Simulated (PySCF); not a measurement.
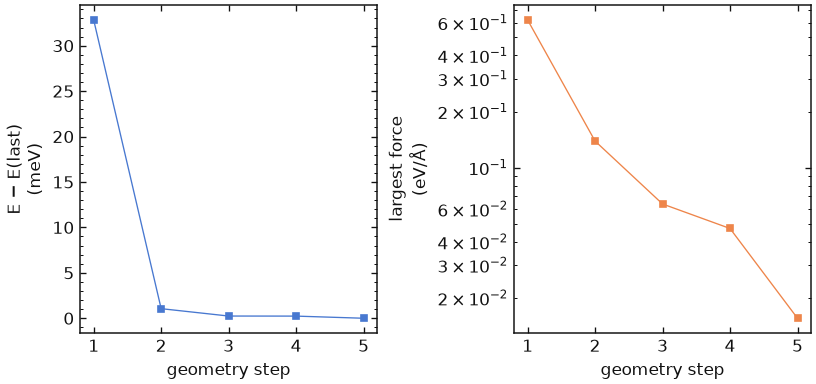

History of a geometry optimisation. C3H4ClF (SMILES C=C[C@H](F)Cl); PBE0-D3(BJ)/def2-SVP, geometry optimisation (PySCF).

The optimisation met its thresholds at geometry 5, counting the start as the first. The energy fell by about 33 meV from the first step to the last. The largest force goes from about 0.62 eV/Å at the start to 0.016 eV/Å at the end.
